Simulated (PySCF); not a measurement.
**C2H7AlFN: excited-state calculation**

C2H7AlFN, SMILES C[N](C)[AlH][F], computed with TDDFT PBE0/def2-SVPD, vertical, gas phase, core orbitals frozen in the response (PySCF 2.14.0).

The geometry comes from this level: GFN2-xTB.

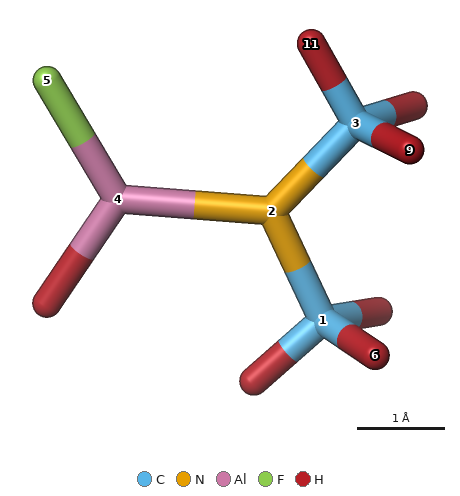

Figure 1. The structure (stick view, seen at an oblique angle; atoms are numbered from 1 in the order of the input). Sticks mark near contacts. Bond lengths as drawn: Al–F 1.65 Å, Al–H 1.51 Å, Al–N 1.79 Å, C–H 1.09 to 1.10 Å and C–N 1.45 Å.

## Summary

```tsv
quantity	value
outcome	converged
total energy	−476.929080 hartree
HOMO	−6.61 eV
LUMO	−0.28 eV
dipole moment	2.10 D
mean polarisability	59.46 a.u.
lowest singlet excitation	5.24 eV
hardware	1 CPU thread, shared host
wall time	14 s
peak memory	0.71 GiB
```

## The input
```
{"job": {"kind": "uv", "xc": "PBE0", "basis": "def2-SVPD", "nstates": 6, "ntriplets": 2}, "charge": 0, "multiplicity": 1}
C     -0.854380    -1.087834    -0.007272
N      0.055634     0.040913    -0.002728
C     -0.624548     1.323006     0.039401
Al     1.818061    -0.278818    -0.046637
F      2.968164     0.899742    -0.050107
H     -1.515863    -1.061400    -0.880262
H     -0.265657    -2.006568    -0.040882
H     -1.476279    -1.101757     0.894566
H     -1.275987     1.452832    -0.832876
H     -1.240087     1.413253     0.941949
H      0.120218     2.120468     0.042974
H      2.291921    -1.714523    -0.084155
```

The first line tells a small driver script what to run in PySCF; the rest is the geometry in Å.

Command:
```bash
OMP_NUM_THREADS=1 python <driver script> task.json out
```

## What the program printed
```
coarse grid: 10288 points
cycle   1  E = -476.7879862778  dE =  1.691e-01  |g| = 6.254e-01  |ddm| = 4.352e+00
cycle   2  E = -476.6696230013  dE =  1.184e-01  |g| = 1.037e+00  |ddm| = 1.465e+00
cycle   3  E = -476.8662311281  dE = -1.966e-01  |g| = 4.514e-02  |ddm| = 8.103e-01
cycle   4  E = -476.8665851566  dE = -3.540e-04  |g| = 2.345e-02  |ddm| = 7.694e-02
cycle   5  E = -476.8667058205  dE = -1.207e-04  |g| = 5.512e-03  |ddm| = 2.756e-02
cycle   6  E = -476.8667112031  dE = -5.383e-06  |g| = 2.192e-03  |ddm| = 7.315e-03
final grid: 94512 points
cycle   7  E = -476.9290737373  dE = -2.326e-05  |g| = 5.087e-03  |ddm| = 6.999e-02
cycle   8  E = -476.9290722627  dE =  1.475e-06  |g| = 5.615e-03  |ddm| = 1.265e-02
cycle   9  E = -476.9290801043  dE = -7.842e-06  |g| = 5.297e-04  |ddm| = 5.996e-03
cycle  10  E = -476.9290801567  dE = -5.241e-08  |g| = 2.080e-04  |ddm| = 6.486e-04
cycle  11  E = -476.9290801653  dE = -8.606e-09  |g| = 3.985e-05  |ddm| = 2.395e-04
cycle  12  E = -476.9290801656  dE = -3.007e-10  |g| = 2.064e-05  |ddm| = 6.256e-05
```

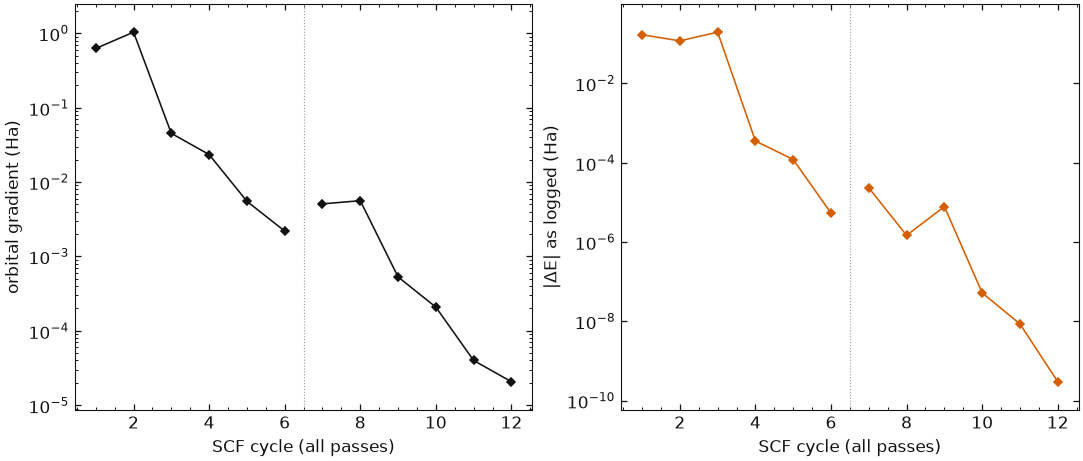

Figure 2. Convergence of the self-consistent field: orbital gradient and size of the energy change against the SCF cycle. The dotted line marks the change from a coarse to the final integration grid. The first 6 cycles use a coarse grid, the final grid takes over at cycle 7, and the field converges after 12 cycles in all.

```
converged SCF energy = -476.9290801656

Static polarisability (au): isotropic 59.456, principal 49.999 58.889 69.481

Singlet excitations
state   eV       nm        f      main configurations
  1   5.2419    236.5   0.01874   H->L+1 0.98
  2   5.4000    229.6   0.13184   H->L 0.98
  3   6.1905    200.3   0.01717   H->L+2 0.98
  4   6.7807    182.8   0.01857   H->L+3 0.71, H->L+4 0.25
  5   7.0599    175.6   0.00962   H->L+4 0.74, H->L+3 0.24
  6   7.4554    166.3   0.03451   H-1->L 0.97

Triplet excitations (Tamm-Dancoff, eV): 4.4272 4.9212
```

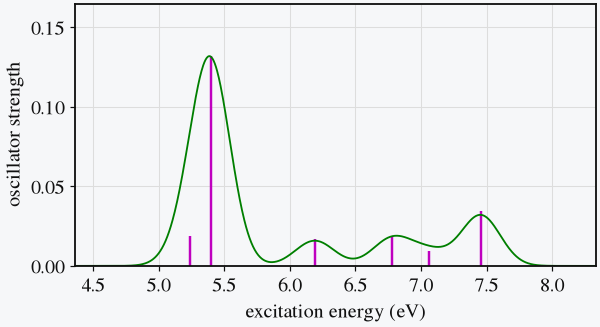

Figure 3. Computed excitations as sticks (degenerate states added up, dark ones marked on the axis), with a Gaussian envelope of 0.35 eV full width at half maximum, scaled to the tallest. Of the 6 states the lowest lies at 5.24 eV (f = 0.019); the strongest line is at 5.40 eV, or 230 nm (f = 0.132).

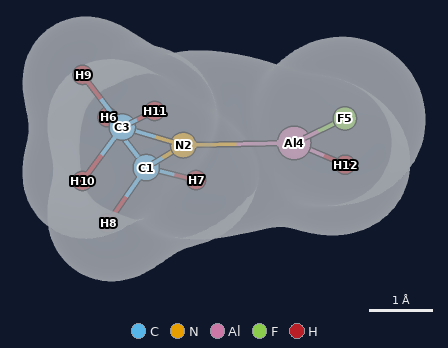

Figure 4. Isosurface of the electron density at 0.05 e/Å³ (grey), seen from the side. At this value the surface is in one piece. On the grid the lowest density along these lines, outside the cores, is 1.8 e/Å³ (C–N, 1.45 Å), 0.7 e/Å³ (Al–F, 1.65 Å), 0.7 e/Å³ (Al–N, 1.79 Å) and 1.9 e/Å³ (C–H, 1.09 Å).

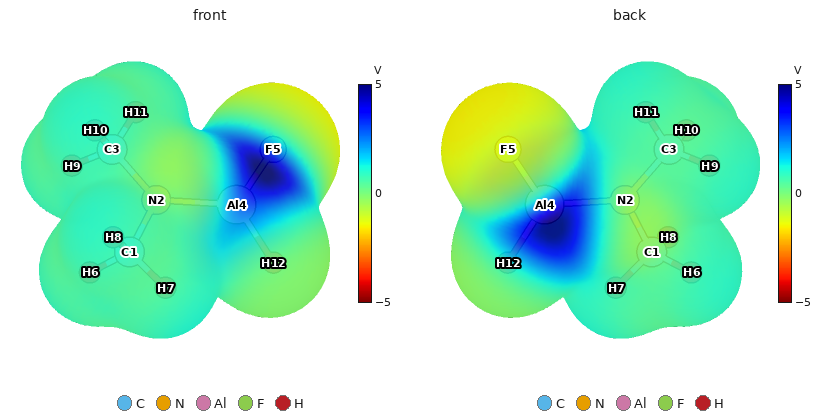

Figure 5. The molecular electrostatic potential painted on the density surface at 0.004 e/bohr³, seen at a tilt and from behind; the colour scale runs from red (negative) to blue (positive). A positive charge is drawn to the negative regions and a negative charge to the positive ones.

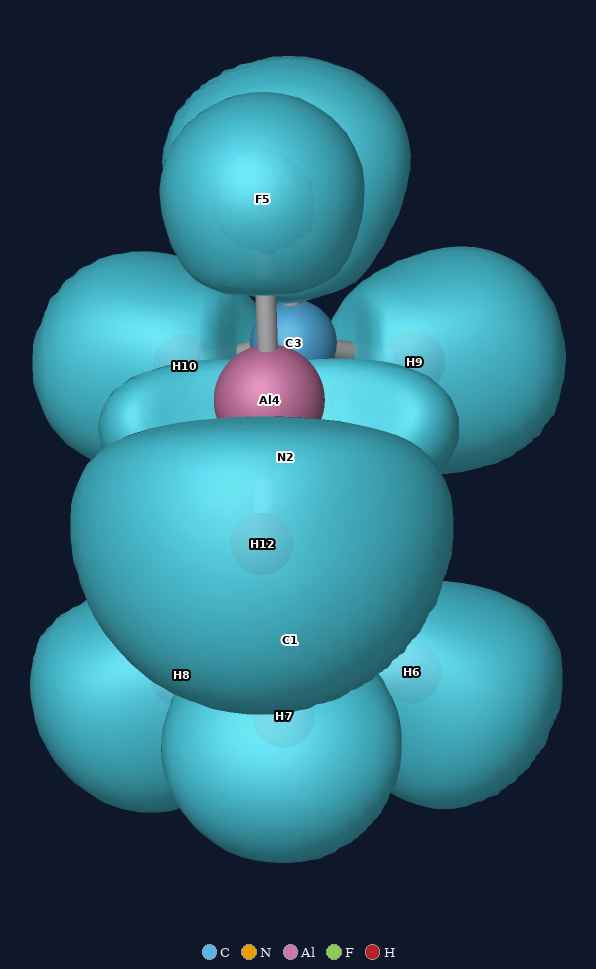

Figure 6. Isosurface of the electron localisation function at 0.75 (cyan), seen at an oblique angle. Only the valence region is drawn (cores and ρ < 0.01 e/Å³ removed). Along the contacts the grid gives the following. C–N (1.45 Å): the ELF peaks at about 0.95 between the atoms (a shared electron pair). Al–F (1.65 Å): the ELF peaks at about 0.85 in the valence shell of F, 0.5 Å from its nucleus, and is about 0.25 at the midpoint.
